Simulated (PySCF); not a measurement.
# CH3BFNS (SMILES [H]/N=C(\F)BS) at 6 levels

We compute a comparison of 6 runs (HF/STO-3G, HF/3-21G, HF/def2-SVP, PBE0/def2-SVP, PBE/6-31+G*, B2PLYP/def2-SVPD) of CH3BFNS. 

The calculation is run with PySCF 2.14.0.

**1. The structure to begin with**

The species is CH3BFNS (8 atoms), meant as a singlet with charge 0. As SMILES, `[H]/N=C(\F)BS`. The shape is that of a PBE0-D4/def2-TZVP optimisation. This is one conformer, not always the lowest.

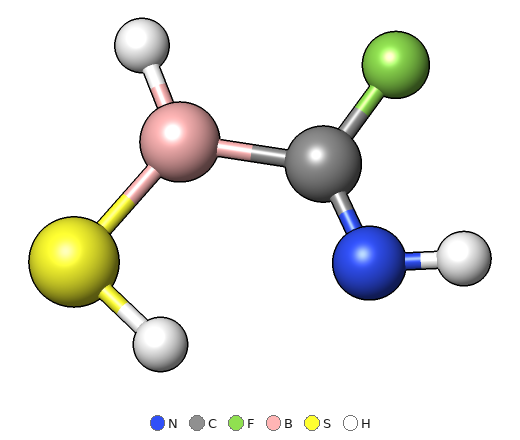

The structure, seen from a chosen angle (nitrogen blue, carbon grey, fluorine green, boron pink, sulfur yellow, hydrogen white).

**2. Energy and forces at HF/STO-3G (run 1)**

Contents of mol.xyz:

```xyz
8
CH3BFNS
N     -0.609500     1.141200     0.549300
C      0.366200     0.358100     0.495800
F      1.453300     0.539900     1.282800
B      0.458400    -0.897500    -0.457500
S     -0.874300    -1.263500    -1.539900
H     -0.474800     1.889400     1.229400
H      1.414400    -1.604000    -0.459200
H     -1.641600    -0.220700    -1.156700
```

Contents of calc.py:

```python
from pyscf import gto, scf

mol = gto.M(
    atom='mol.xyz',
    max_memory=1860,
    basis='sto-3g',
    charge=0,
    verbose=4,
)

hf = scf.RHF(mol)
hf.conv_tol = 1e-10
hf.kernel()
if not hf.converged:
    hf = hf.newton().run(hf.mo_coeff, hf.mo_occ)

e_final = hf.e_tot
print('E(%s) = %.9f' % ('HF', e_final))
grad = hf.nuc_grad_method().kernel()
hf.analyze()
```

On the command line:

```bash
$ OMP_NUM_THREADS=1 python calc.py
```

Output:

```text
PySCF version 2.14.0

[... 80 lines left out ...]
One-electron Energy =                -1224.502882719910303
[... 8 lines left out ...]
MO #4   energy= -11.1258011014311  occ= 2
[... 6 lines left out ...]
MO #11  energy= -1.16730820263432  occ= 2
[... 6 lines left out ...]
MO #18  energy= -0.456048105595866 occ= 2
[... 6 lines left out ...]
MO #25  energy= 0.38964192709275   occ= 0
[... 6 lines left out ...]
MO #32  energy= 1.03637797990597   occ= 0
[... 43 lines left out ...]
Dipole moment(X, Y, Z, Debye): -0.02306,  0.39204,  0.29971
```

Wall time 4.2 s (1 thread of Intel Xeon at 2.50GHz (Skylake/Cascade Lake), shared host); peak memory 0.12 GiB.

**3. Energy and forces at HF/3-21G (run 2)**

Contents of job.py:

```python
# N=C(F)BS
from pyscf import gto, scf

mol = gto.Mole()
mol.atom = '''
N       -0.609500       1.141200       0.549300
C        0.366200       0.358100       0.495800
F        1.453300       0.539900       1.282800
B        0.458400      -0.897500      -0.457500
S       -0.874300      -1.263500      -1.539900
H       -0.474800       1.889400       1.229400
H        1.414400      -1.604000      -0.459200
H       -1.641600      -0.220700      -1.156700
'''
mol.max_memory = 1860
mol.basis = '3-21g'
mol.verbose = 3
mol.build()

myscf = scf.RHF(mol)
myscf.conv_tol = 1e-10
myscf.kernel()
if not myscf.converged:
    myscf = myscf.newton().run(myscf.mo_coeff, myscf.mo_occ)

e_final = myscf.e_tot
print('E(%s) = %.9f' % ('HF', e_final))
grad = myscf.nuc_grad_method().kernel()
myscf.analyze()
```

On the command line:

```bash
$ OMP_NUM_THREADS=1 python job.py
```

Output:

```text
converged SCF energy = -612.54573586987
[... 14 lines left out ...]
MO #5   energy= -8.92761992896459  occ= 2
[... 9 lines left out ...]
MO #15  energy= -0.730216525463729 occ= 2
[... 9 lines left out ...]
MO #25  energy= 0.1946144371938    occ= 0
[... 9 lines left out ...]
MO #35  energy= 0.673202206918243  occ= 0
[... 9 lines left out ...]
MO #45  energy= 1.27277529143099   occ= 0
[... 9 lines left out ...]
MO #55  energy= 4.09666391695592   occ= 0
[... 9 lines left out ...]
Dipole moment(X, Y, Z, Debye):  0.02115,  1.19361,  0.97022
```

It took 4.8 s on 1 thread of Intel Xeon at 2.50GHz (Skylake/Cascade Lake), shared host; peak memory 0.13 GiB.

Runs 3 to 5 aren't shown in full; the table further down has their settings and results.

**4. The energy at B2PLYP/def2-SVPD (run 6)**

Contents of run.py:

```python
from pyscf import gto, dft, mp

molecule = gto.M(
    atom='''
N     -0.609500     1.141200     0.549300
C      0.366200     0.358100     0.495800
F      1.453300     0.539900     1.282800
B      0.458400    -0.897500    -0.457500
S     -0.874300    -1.263500    -1.539900
H     -0.474800     1.889400     1.229400
H      1.414400    -1.604000    -0.459200
H     -1.641600    -0.220700    -1.156700
''',
    basis='def2-svpd',
    spin=0,
    verbose=4,
    max_memory=1860,
    charge=0,
)

ks = dft.RKS(molecule)
ks.xc = '0.53*HF + 0.47*B88, 0.73*LYP'
ks.grids.level = 5
ks.conv_tol = 1e-10
ks.kernel()
if not ks.converged:
    ks = ks.newton().run(ks.mo_coeff, ks.mo_occ)

pt = mp.MP2(ks, frozen=9).run()
etot = ks.e_tot + 0.27 * pt.e_corr
print('PT2 part  %.8f' % (0.27 * pt.e_corr))
print('Final energy', etot)
ks.analyze()
```

On the command line:

```bash
$ OMP_NUM_THREADS=1 python run.py
```

Output:

```text
PySCF version 2.14.0

[... 113 lines left out ...]
MO #14  energy= -0.652352324217388 occ= 2
[... 23 lines left out ...]
MO #38  energy= 0.201158999784008  occ= 0
[... 23 lines left out ...]
MO #62  energy= 0.480437176052257  occ= 0
[... 23 lines left out ...]
MO #86  energy= 0.950562401740554  occ= 0
[... 23 lines left out ...]
MO #110 energy= 1.90181908225809   occ= 0
[... 23 lines left out ...]
MO #134 energy= 4.13931971293535   occ= 0
[... 145 lines left out ...]
Dipole moment(X, Y, Z, Debye): -0.32231,  0.45496,  0.17423
```

Wall time 94 s (1 thread of Intel Xeon at 2.50GHz (Skylake/Cascade Lake), shared host); peak memory 0.81 GiB.

**5. All runs side by side**

```
run                              level  integration grid      task  energy (Eh)  dipole moment (D)  HOMO energy (eV)  LUMO energy (eV)  wall time
  1                          HF/STO-3G                 –  gradient  -608.470874               0.49             -8.37              5.29      4.2 s
  2                           HF/3-21G                 –  gradient  -612.545736               1.54            -11.17              1.25      4.8 s
  3                        HF/def2-SVP                 –  gradient  -615.435290               0.74            -11.00              1.40       21 s
  4                      PBE0/def2-SVP                 5  gradient  -616.892329               0.85             -8.39             -2.23       67 s
  5  PBE/6-31+G* (spherical functions)                 5  gradient  -617.124985               0.79             -7.35             -3.34    1.8 min
  6                   B2PLYP/def2-SVPD                 5    energy  -616.960539               0.58             -9.43             -1.14       94 s
```

**6. Outcome**

```
                                  quantity          value
                       run 6: total energy  -616.96054 Eh
           run 6: dipole moment (SCF part)         0.58 D
  run 6: HOMO energy (SCF part's orbitals)       -9.43 eV
  run 6: LUMO energy (SCF part's orbitals)       -1.14 eV
run 6: HOMO–LUMO gap (SCF part's orbitals)        8.29 eV
```

What this shows: The dipole moment (its size) runs from 0.49 D (HF/STO-3G) to 1.54 D (HF/3-21G). The HOMO–LUMO gap runs from 4.02 eV (PBE/6-31+G*) to 13.66 eV (HF/STO-3G). The two ends differ in method and basis. Totals of different functionals can't be ranked against each other. In run 1 the basis is minimal, so the values are rough. All runs together took 5 min, the longest 1.8 min.
